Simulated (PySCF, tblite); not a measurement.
# C7H5BrS: vibronic structure

What do calculations give for the vibronic structure of C7H5BrS (`S=Cc1ccc(Br)cc1`)?

Computed with tblite 0.8.0 and PySCF 2.14.0 and routines of our own; the level stands in each step. Atoms count from 0.

## 1. The starting structure

14 atoms, charge 0, multiplicity 1; geometry from: force field or distance geometry start.

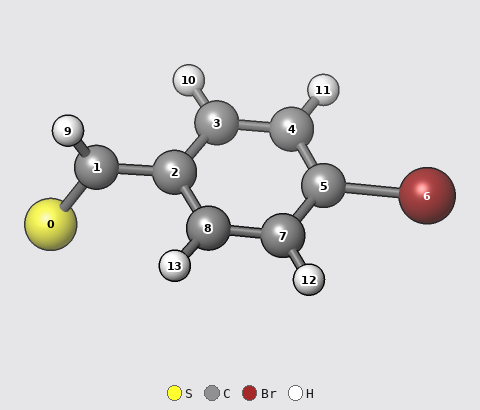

The starting geometry (sulfur yellow, carbon grey, bromine red, hydrogen white).

## 2. Geometry optimisation with GFN2-xTB

What the job is given:

```
{"job": {"kind": "relax", "xc": "GFN2-xTB", "basis": "xTB"}, "charge": 0, "multiplicity": 1}
S      3.165400    -0.352600     1.210500
C      2.355800     0.116500    -0.168600
C      0.913800     0.085700    -0.078300
C      0.135700     1.227900     0.095500
C     -1.245000     1.163700     0.180400
C     -1.838000    -0.078600     0.045100
Br    -3.750400    -0.211500     0.132200
C     -1.087600    -1.235000    -0.135900
C      0.286300    -1.139000    -0.201500
H      2.904100     0.406800    -1.039700
H      0.654000     2.160500     0.193200
H     -1.831500     2.070700     0.322000
H     -1.570700    -2.198700    -0.226000
H      0.907400    -2.016900    -0.351200
```

On the command line:

```bash
> OMP_NUM_THREADS=1 python excited_run.py task.json out
```

This one command runs all jobs of the session in turn.

What it wrote:

```text
step      E/eV     max force
  0    -675.18534    2.480
  1    -675.26078    0.535
  2    -675.27348    0.453
  3    -675.29359    0.205
  4    -675.29791    0.231
  5    -675.30526    0.244
  6    -675.30842    0.187
  7    -675.31139    0.137
  8    -675.31391    0.144
  9    -675.31695    0.151
 10    -675.31995    0.146
 11    -675.32307    0.132
 12    -675.32625    0.143
 13    -675.32955    0.135
 14    -675.33325    0.164
 15    -675.33840    0.197
 16    -675.34649    0.305
 17    -675.35604    0.361
 18    -675.36448    0.286
 19    -675.37244    0.194
 20    -675.37843    0.337
 21    -675.38467    0.315
 22    -675.39189    0.274
 23    -675.40059    0.305
 24    -675.41180    0.378
 25    -675.42989    0.524
 26    -675.45069    0.545
 27    -675.45357    0.959
 28    -675.47653    0.516
 29    -675.49152    0.363
 30    -675.50571    0.267
 31    -675.53638    0.557
 32    -675.54438    0.224
 33    -675.55478    0.221
 34    -675.56140    0.237
 35    -675.56985    0.245
 36    -675.57779    0.221
 37    -675.58479    0.221
 38    -675.59082    0.232
 39    -675.59621    0.409
 40    -675.60158    0.278
 41    -675.60600    0.187
 42    -675.60874    0.150
 43    -675.61268    0.150
 44    -675.61491    0.115
 45    -675.61603    0.095
 46    -675.61676    0.096
 47    -675.61762    0.095
 48    -675.61909    0.121
 49    -675.61999    0.105
 50    -675.62050    0.068
 51    -675.62098    0.048
 52    -675.62148    0.047
 53    -675.62193    0.041
 54    -675.62222    0.043
 55    -675.62240    0.044
 56    -675.62253    0.036
 57    -675.62265    0.026
 58    -675.62276    0.025
 59    -675.62286    0.030
 60    -675.62295    0.033
 61    -675.62306    0.030
 62    -675.62317    0.025
 63    -675.62326    0.021
 64    -675.62332    0.021
 65    -675.62336    0.024
 66    -675.62340    0.014
 67    -675.62343    0.014
 68    -675.62346    0.015
 69    -675.62348    0.015
 70    -675.62350    0.017
 71    -675.62353    0.016
 72    -675.62356    0.015
 73    -675.62359    0.011
 74    -675.62361    0.013
 75    -675.62363    0.016
 76    -675.62367    0.019
 77    -675.62371    0.018
 78    -675.62373    0.013
 79    -675.62374    0.007
```

It took 0.65 s on 1 thread of Arm Neoverse V1, shared host; peak memory 0.18 GiB.

Step by step: (not every step is listed)

```
step  energy from step 0 (eV)  largest force (eV/Å)
   0                   0.0000                2.4801
   1                  -0.0754                0.5346
   2                  -0.0881                0.4527
   3                  -0.1082                0.2046
   4                  -0.1126                0.2305
   5                  -0.1199                0.2440
   6                  -0.1231                0.1870
   7                  -0.1260                0.1368
   8                  -0.1286                0.1439
  14                  -0.1479                0.1637
  20                  -0.1931                0.3367
  26                  -0.2654                0.5451
  32                  -0.3590                0.2241
  38                  -0.4055                0.2317
  44                  -0.4296                0.1149
  50                  -0.4352                0.0684
  56                  -0.4372                0.0355
  62                  -0.4378                0.0248
  68                  -0.4381                0.0147
  74                  -0.4383                0.0134
  75                  -0.4383                0.0158
  76                  -0.4383                0.0187
  77                  -0.4384                0.0180
  78                  -0.4384                0.0135
  79                  -0.4384                0.0073
```

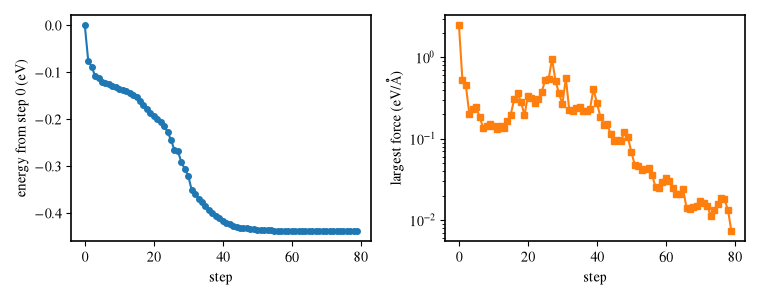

Energy and largest force along the relaxation.

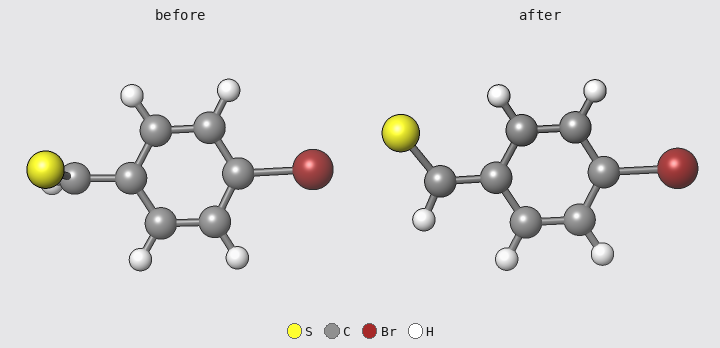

Before and after, at one scale.

Close pairs (by a distance rule), those that changed most:

```
  bond  before (Å)  after (Å)  change (Å)
 S0–C1       1.667      1.628      -0.039
C5–Br6       1.919      1.899      -0.020
 C2–C8       1.382      1.401      +0.020
 C1–H9       1.069      1.087      +0.017
C4–H11       1.089      1.079      -0.010
C3–H10       1.071      1.080      +0.009
 C2–C3       1.393      1.401      +0.008
 C1–C2       1.445      1.437      -0.008
```

The end geometry stands in the next job.

## 3. Harmonic vibrations with GFN2-xTB

What the job is given:

```
{"job": {"kind": "ir", "xc": "GFN2-xTB", "basis": "xTB"}, "charge": 0, "multiplicity": 1}
S      3.389736    -1.078528     0.026742
C      2.354254     0.176863     0.003425
C      0.920776     0.073300     0.000128
C      0.138289     1.235704    -0.021288
C     -1.237995     1.158096    -0.023824
C     -1.846168    -0.089523    -0.005885
Br    -3.741863    -0.201792    -0.010294
C     -1.094895    -1.257262     0.014400
C      0.279495    -1.172413     0.017639
H      2.763122     1.183790    -0.009242
H      0.619757     2.202430    -0.035451
H     -1.839923     2.053625    -0.039238
H     -1.587952    -2.217016     0.027520
H      0.882689    -2.067747     0.033202
```

What it wrote:

```text
mode    cm-1     km/mol
  1      54.3      3.56
  2     124.7      0.70
  3     128.0      4.16
  4     225.7      0.92
  5     278.3      0.27
  6     284.7      3.27
  7     368.3      0.07
  8     418.6      0.41
  9     456.0      3.27
 10     589.0      1.93
 11     607.6      1.81
 12     655.8      1.70
 13     770.7      7.22
 14     815.0     21.61
 15     829.5     21.15
 16     860.7      0.02
 17     914.2      0.02
 18     923.0      0.03
 19     983.0     28.49
 20    1077.7      8.31
 21    1087.1     22.76
 22    1132.5     11.95
 23    1180.6     18.65
 24    1218.4      2.24
 25    1263.0     27.58
 26    1305.8    128.57
 27    1337.7     32.00
 28    1407.1     13.38
 29    1446.1      1.29
 30    1552.4      6.88
 31    1568.2    175.46
 32    2977.5     16.04
 33    3084.7     13.86
 34    3092.4      6.11
 35    3102.5      9.50
 36    3104.1      8.25
```

It took 0.55 s on 1 thread of Arm Neoverse V1, shared host; peak memory 0.18 GiB.

The strongest bands and the atoms that carry them (share of the mass-weighted mode):

```
cm⁻¹  km/mol                                  atoms
 815    21.6     C1 28 %, C7 22 %, C4 15 %, C5 11 %
 830    21.1    H9 19 %, C2 14 %, C1 13 %, H12 13 %
 983    28.5              C8 28 %, C3 25 %, C5 14 %
1087    22.8    C5 34 %, C7 11 %, H11 11 %, C4 10 %
1263    27.6  H12 34 %, H13 13 %, H10 13 %, C2 11 %
1306   128.6    C1 30 %, C2 20 %, H11 12 %, H9 11 %
1338    32.0     C4 17 %, C2 16 %, C7 13 %, C5 13 %
1568   175.5     C8 25 %, C3 22 %, C4 20 %, C7 20 %
```

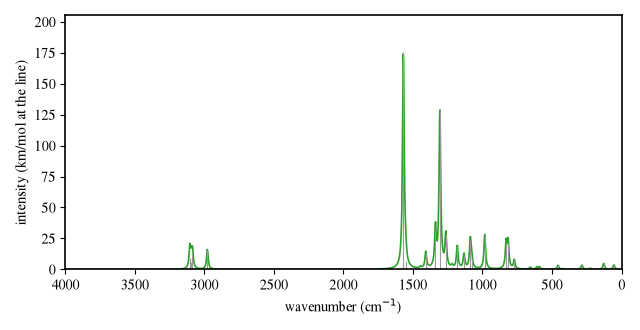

The infrared spectrum from these modes, unscaled. Lines are broadened to a width of 14 cm⁻¹ (Lorentzian).

## 4. Vibronic structure: TDA CAM-B3LYP/def2-SVPD

Settings changed since step 3:

```diff
@@ -1,2 +1,2 @@
-{"job": {"kind": "ir", "xc": "GFN2-xTB", "basis": "xTB"}, "charge": 0, "multiplicity": 1}
+{"job": {"kind": "vib", "xc": "CAM-B3LYP", "basis": "def2-SVPD", "tda": true}, "charge": 0, "multiplicity": 1}
 S      3.389736    -1.078528     0.026742
```

Level: TDA CAM-B3LYP/def2-SVPD vertical-gradient vibronic structure (displaced harmonic oscillators, Condon), gas phase.

What it wrote:

```text
final grid: 62272 points
cycle   1  E = -3241.3781363723  dE =  7.417e-01  |g| = 4.407e-01  |ddm| = 1.361e+01
cycle   2  E = -3241.3476594730  dE =  3.048e-02  |g| = 6.019e-01  |ddm| = 5.950e+00
cycle   3  E = -3241.4452920257  dE = -9.763e-02  |g| = 5.787e-02  |ddm| = 2.279e+00
cycle   4  E = -3241.4460477153  dE = -7.557e-04  |g| = 3.407e-02  |ddm| = 4.271e-01
cycle   5  E = -3241.4463271751  dE = -2.795e-04  |g| = 1.345e-02  |ddm| = 2.056e-01
cycle   6  E = -3241.4463796185  dE = -5.244e-05  |g| = 4.050e-03  |ddm| = 5.743e-02
cycle   7  E = -3241.4463863410  dE = -6.722e-06  |g| = 1.638e-03  |ddm| = 2.456e-02
cycle   8  E = -3241.4463877792  dE = -1.438e-06  |g| = 5.945e-04  |ddm| = 1.152e-02
cycle   9  E = -3241.4463879271  dE = -1.479e-07  |g| = 2.328e-04  |ddm| = 4.067e-03
cycle  10  E = -3241.4463879475  dE = -2.039e-08  |g| = 8.906e-05  |ddm| = 1.529e-03
cycle  11  E = -3241.4463879504  dE = -2.937e-09  |g| = 2.180e-05  |ddm| = 5.802e-04
cycle  12  E = -3241.4463879507  dE = -2.483e-10  |g| = 9.672e-06  |ddm| = 2.035e-04
converged SCF energy = -3241.4463879507

Singlet excitations (eV, f): 2.183 (0.0000)  4.309 (0.7554)  4.673 (0.0216)  5.653 (0.0002)  5.792 (0.0001)  5.822 (0.0000)

State S1  2.1826 eV  f = 0.00001  H->L 0.95
  relaxed dipole 1.744 D, largest gradient of the excitation energy 0.0462 Eh/bohr
  mode    cm-1        S   lambda/meV  Raman
   26   1305.8    0.2055      33.3   1.000
   20   1077.7    0.1422      19.0   0.471
   27   1337.7    0.1092      18.1   0.558
   19    983.0    0.0543       6.6   0.150
   29   1446.1    0.0313       5.6   0.187
   25   1263.0    0.0301       4.7   0.137
    5    278.3    0.1085       3.7   0.024
   23   1180.6    0.0245       3.6   0.098
    3    128.0    0.2131       3.4   0.010
   24   1218.4    0.0170       2.6   0.072
   22   1132.5    0.0141       2.0   0.052
   21   1087.1    0.0101       1.4   0.034
  reorganisation energy 0.1088 eV, total S 1.008, 0-0 2.0738 eV
  absorption maximum 2.078 eV, width 0.194 eV

State S2  4.3091 eV  f = 0.75535  H-1->L 0.92
  relaxed dipole 5.763 D, largest gradient of the excitation energy 0.0435 Eh/bohr
  mode    cm-1        S   lambda/meV  Raman
    3    128.0    2.7313      43.3   0.097
   31   1568.2    0.1879      36.5   1.000
   20   1077.7    0.2292      30.6   0.576
   19    983.0    0.1903      23.2   0.398
   26   1305.8    0.1266      20.5   0.467
    4    225.7    0.6142      17.2   0.068
   14    815.0    0.1652      16.7   0.237
   27   1337.7    0.0932      15.5   0.361
   29   1446.1    0.0612      11.0   0.277
   23   1180.6    0.0613       9.0   0.185
   25   1263.0    0.0417       6.5   0.144
   21   1087.1    0.0349       4.7   0.089
  reorganisation energy 0.2508 eV, total S 4.770, 0-0 4.0583 eV
  absorption maximum 4.270 eV, width 0.412 eV

State S3  4.6729 eV  f = 0.02158  H-2->L 0.74, H-1->L+1 0.23
  relaxed dipole 4.973 D, largest gradient of the excitation energy 0.0396 Eh/bohr
  mode    cm-1        S   lambda/meV  Raman
   26   1305.8    0.1637      26.5   1.000
   24   1218.4    0.1340      20.2   0.712
   31   1568.2    0.1003      19.5   0.883
   21   1087.1    0.1384      18.7   0.586
    5    278.3    0.4961      17.1   0.138
   10    589.0    0.1610      11.8   0.200
   25   1263.0    0.0727      11.4   0.416
   19    983.0    0.0919      11.2   0.318
   29   1446.1    0.0550       9.9   0.412
    3    128.0    0.3875       6.1   0.023
   27   1337.7    0.0341       5.7   0.218
   11    607.6    0.0720       5.4   0.095
  reorganisation energy 0.1724 eV, total S 2.104, 0-0 4.5005 eV
  absorption maximum 4.524 eV, width 0.276 eV

State T1  1.7078 eV  f = 0.00000  H->L 0.94
  relaxed dipole 2.199 D, largest gradient of the excitation energy 0.0407 Eh/bohr
  mode    cm-1        S   lambda/meV  Raman
   26   1305.8    0.1789      29.0   1.000
   27   1337.7    0.1045      17.3   0.613
   20   1077.7    0.1066      14.2   0.406
   19    983.0    0.0457       5.6   0.145
    5    278.3    0.1352       4.7   0.034
   24   1218.4    0.0292       4.4   0.142
   29   1446.1    0.0222       4.0   0.152
   25   1263.0    0.0218       3.4   0.114
    3    128.0    0.1817       2.9   0.010
   23   1180.6    0.0166       2.4   0.076
   22   1132.5    0.0134       1.9   0.056
   21   1087.1    0.0115       1.6   0.045
  reorganisation energy 0.0967 eV, total S 0.923, 0-0 1.6110 eV
  absorption maximum 1.615 eV, width 0.186 eV
```

It took 1.9 min on 1 thread of Arm Neoverse V1, shared host; peak memory 1.5 GiB.

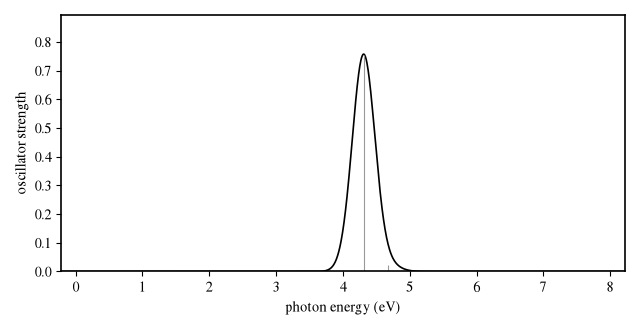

Absorption lines of the singlets. Lines are broadened to a width of 0.40 eV (Gaussian).

The fields below are evaluated on a grid from the run's orbitals.

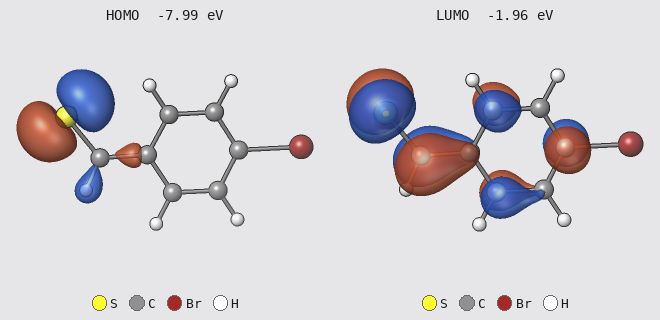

Frontier orbitals at CAM-B3LYP/def2-SVPD; each surface holds 70 % of the orbital's density, blue and red mark the sign.

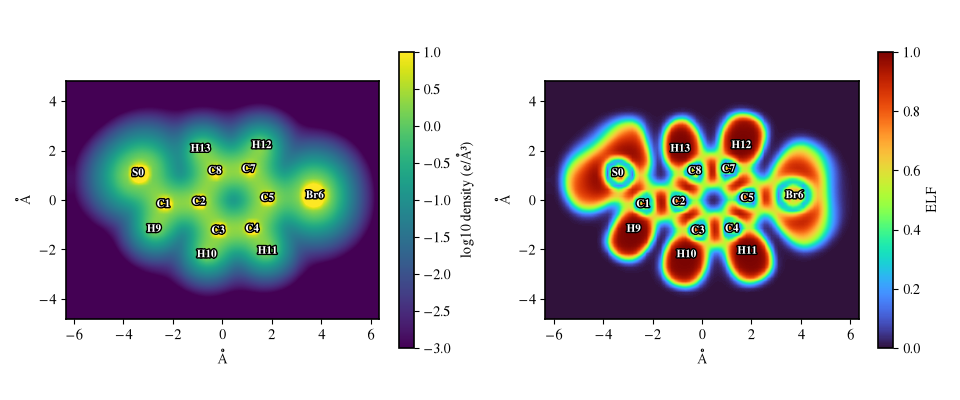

Density (left) and ELF (right) in a plane through or near 14 of the atoms.

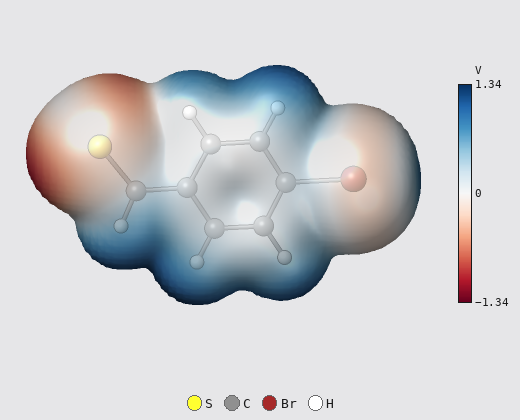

The potential that a unit positive charge feels on the 0.002 e/bohr³ surface, from the 1st to the 99th percentile, from -1.00 V near S0 to 1.34 V near H10.

## 5. What came out

| quantity | value |
| --- | --- |
| strongest single infrared mode (GFN2-xTB) | 1568 cm⁻¹, 175 km/mol |
| zero-point energy (GFN2-xTB) | 58.9 kcal/mol |
| S1: vertical, reorganisation, 0-0, total S (step 4, TDA CAM-B3LYP/def2-SVPD, modes from GFN2-xTB) | 2.18, 0.11, 2.07 eV; 1.0 |
| S2: vertical, reorganisation, 0-0, total S (step 4, TDA CAM-B3LYP/def2-SVPD, modes from GFN2-xTB) | 4.31, 0.25, 4.06 eV; 4.8 |
| S3: vertical, reorganisation, 0-0, total S (step 4, TDA CAM-B3LYP/def2-SVPD, modes from GFN2-xTB) | 4.67, 0.17, 4.50 eV; 2.1 |
| surface potential, 1st and 99th percentile | -1.00 V and 1.34 V |

**Reading.** All 36 modes are real, so the xTB geometry is a minimum. The strongest single mode, at 1568 cm⁻¹, has its largest shares on C8, C3, C4 and C7 (the list is cut at 4 atoms). GFN2-xTB is a fitted tight-binding method: band positions and strengths are rough. Its intensities can rank the bands wrongly. Steps that list no spin-orbit terms leave them out, which matters at and beside the heavy atoms. The vibronic model keeps the ground-state modes (from xTB) and shifts them along the gradient alone, so it can miss much of the relaxation that a full optimisation finds. At CAM-B3LYP/def2-SVPD, counted by nearest atom on the grid, the HOMO lies on S0 82 %, the LUMO on S0 32 %; C1 25 %.
